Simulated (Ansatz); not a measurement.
Start from KTaO₃ in the cubic perovskite structure (space group Pm-3m, No. 221; a = 4.024 Å).

The change: hydrostatic tension (pressure −2 GPa).

Level of theory: Ansatz (an electronic-structure program), PBE, PAW, cutoff 420 eV, no spin-orbit coupling.

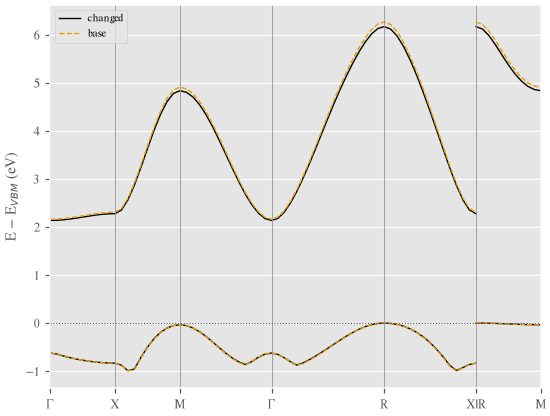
*Highest valence and lowest conduction band along the path, each from its own valence-band maximum*

The gap is 2.14 eV, indirect, R → Γ; the base has 2.16 eV.

With Ta present, leaving out spin-orbit coupling can change the band edges. Load acts through the strain it causes; cell and atoms are relaxed under it. Whether these cells are dynamically stable was not tested.
